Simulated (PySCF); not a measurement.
# NMR shielding calculation of P4O6

The run: NMR shielding calculation of P4O6 (phosphorus(iii) oxide). Method and program: GIAO PBE0/pcSseg-1 NMR shielding, non-relativistic, gas phase (PySCF 2.14.0).

The geometry comes from this level: PBE0-D3(BJ)/def2-SVP. Figures and captions count atoms from 1; the log counts them from 0 in places.

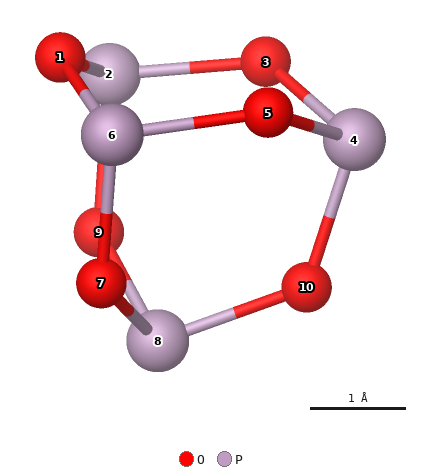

Fig. 1: The structure (ball-and-stick view, seen at a tilt; atoms are numbered from 1 in the order of the input).

The input:
```
{"job": {"kind": "nmr", "xc": "PBE0", "basis": "pcSseg-1"}, "charge": 0, "multiplicity": 1}
O      1.206733    -1.248494     0.078181
P      1.428999    -0.228122     1.378948
O      1.320319     1.235643     0.586123
P      0.128700     1.739278    -0.465246
O      0.105743     0.419558    -1.485179
P     -0.005764    -1.190886    -1.065984
O     -1.323702    -1.106480    -0.047249
P     -1.556787    -0.061227     1.232155
O     -0.107461    -0.290096     2.025245
O     -1.209687     1.376994     0.462244
```

The first line tells a small driver script what to run in PySCF; the rest is the geometry in Å.

Hardware: 1 CPU thread, shared host.

Command:
```bash
OMP_NUM_THREADS=1 python <driver script> task.json out
```

Log:
```
coarse grid: 13016 points
cycle   1  E = -1815.4195541007  dE =  2.500e+00  |g| = 1.465e+00  |ddm| = 3.859e+00
cycle   2  E = -1815.1048744423  dE =  3.147e-01  |g| = 1.981e+00  |ddm| = 2.062e+00
cycle   3  E = -1815.7822585464  dE = -6.774e-01  |g| = 9.447e-02  |ddm| = 1.175e+00
cycle   4  E = -1815.7838836823  dE = -1.625e-03  |g| = 2.272e-02  |ddm| = 1.228e-01
cycle   5  E = -1815.7839826963  dE = -9.901e-05  |g| = 1.199e-03  |ddm| = 2.058e-02
cycle   6  E = -1815.7839830217  dE = -3.254e-07  |g| = 6.540e-04  |ddm| = 1.946e-03
final grid: 114952 points
cycle   7  E = -1815.9040189315  dE = -1.966e-05  |g| = 1.359e-02  |ddm| = 2.378e-02
cycle   8  E = -1815.9039916387  dE =  2.729e-05  |g| = 1.850e-02  |ddm| = 1.720e-02
cycle   9  E = -1815.9040479905  dE = -5.635e-05  |g| = 6.717e-04  |ddm| = 1.034e-02
cycle  10  E = -1815.9040480439  dE = -5.339e-08  |g| = 3.696e-04  |ddm| = 7.179e-04
cycle  11  E = -1815.9040480673  dE = -2.344e-08  |g| = 7.898e-05  |ddm| = 2.607e-04
cycle  12  E = -1815.9040480683  dE = -9.964e-10  |g| = 1.284e-05  |ddm| = 5.590e-05
```

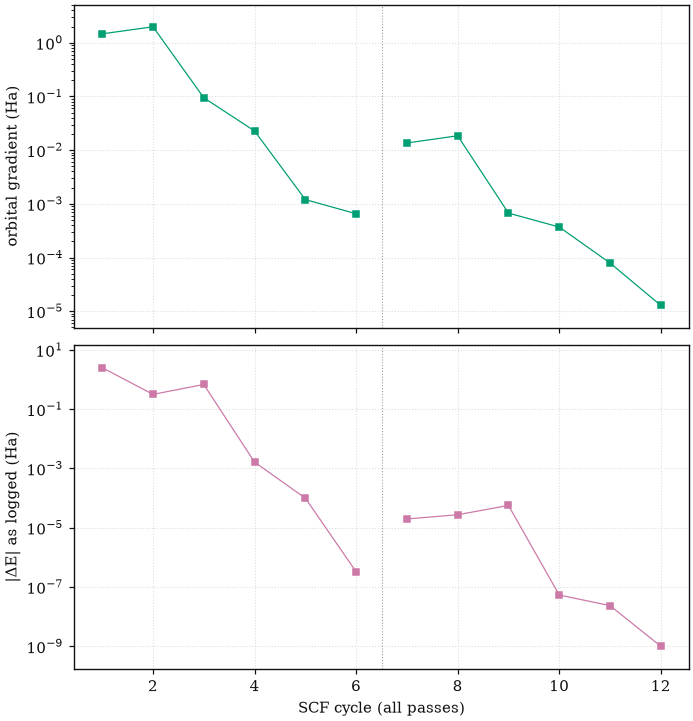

Fig. 2: Convergence of the self-consistent field: orbital gradient and size of the energy change against the SCF cycle. The dotted line marks the change from a coarse to the final integration grid. The first 6 cycles use a coarse grid, the final grid takes over at cycle 7, and the field converges after 12 cycles in all.

```
converged SCF energy = -1815.9040480683

GIAO shielding tensors (ppm)
atom      isotropic    diamagn.    paramagn.     s11        s22        s33       span
  0 O      162.233     404.211    -241.978     39.735    177.911    269.051    229.316
  1 P      195.947     964.212    -768.265     73.931     74.199    439.712    365.781
  2 O      162.365     403.985    -241.621     40.102    178.075    268.917    228.814
  3 P      195.999     964.307    -768.308     74.003     74.158    439.836    365.834
  4 O      162.339     404.456    -242.117     40.011    178.011    268.995    228.984
  5 P      195.704     964.379    -768.675     73.672     73.969    439.470    365.797
  6 O      162.230     404.227    -241.996     39.670    177.897    269.124    229.454
  7 P      195.792     964.219    -768.427     73.787     74.061    439.528    365.742
  8 O      162.256     403.758    -241.502     39.959    177.924    268.886    228.926
  9 O      162.317     404.001    -241.684     39.863    178.011    269.076    229.213
```

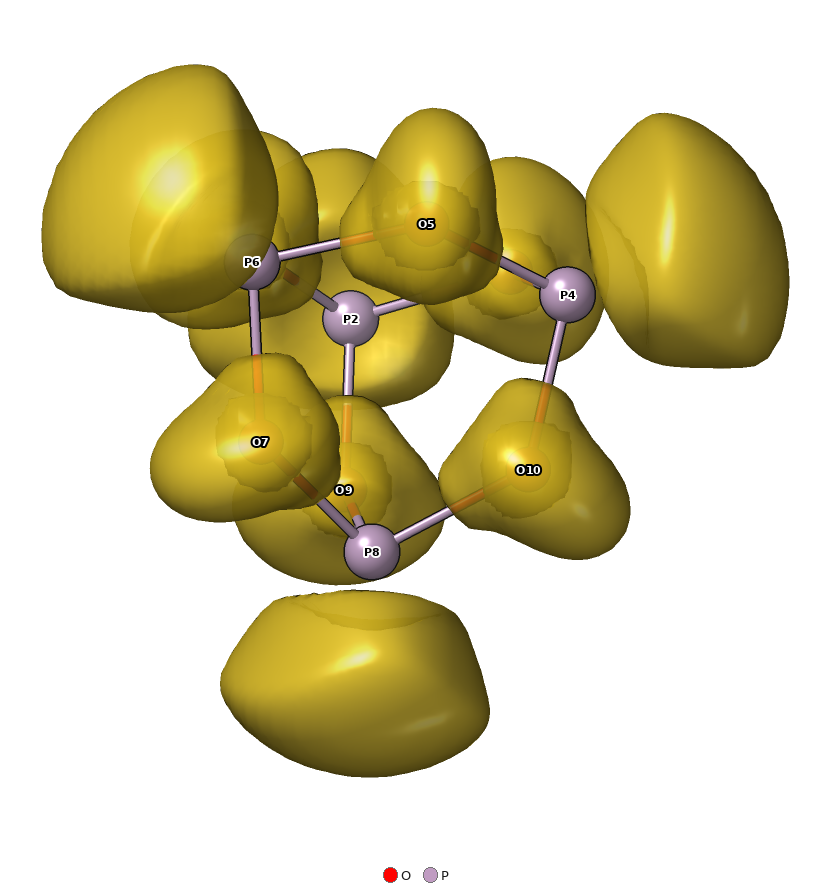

Fig. 3: Isosurface of the ELF at 0.75 (yellow), seen at a tilt. Only the valence region is drawn (cores and ρ < 0.01 e/Å³ removed).

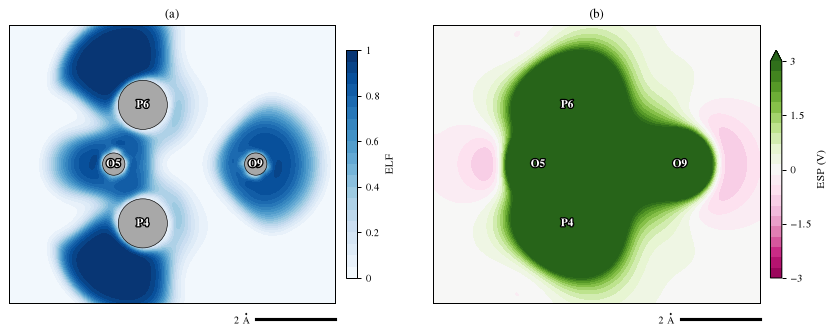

Fig. 4: (a) electron localisation function; (b) electrostatic potential on the plane of atoms P4, O5 and P6. Grey discs, where drawn, cover atomic cores. Atoms in the plane: P and O.

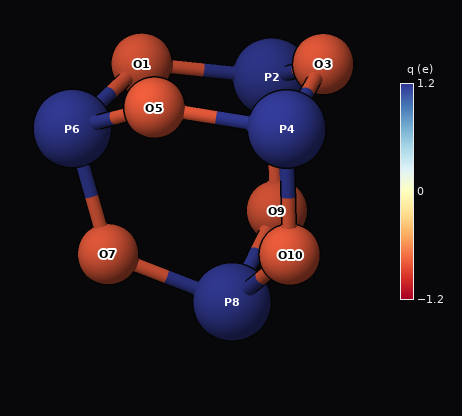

Fig. 5: IAO charges, as the colour of each atom (ball-and-stick view, seen at a tilt; atoms are numbered from 1 in the order of the input). By element: O −0.79 and P +1.18 e.

Summary:

```tsv
quantity	value
outcome	converged
total energy	−1815.904048 hartree
HOMO	−8.43 eV
LUMO	−1.64 eV
dipole moment	0.01 D
isotropic shielding, O	162.2 to 162.4 ppm
isotropic shielding, P	195.7 to 196.0 ppm
wall time	61 s
peak memory	0.85 GiB
```
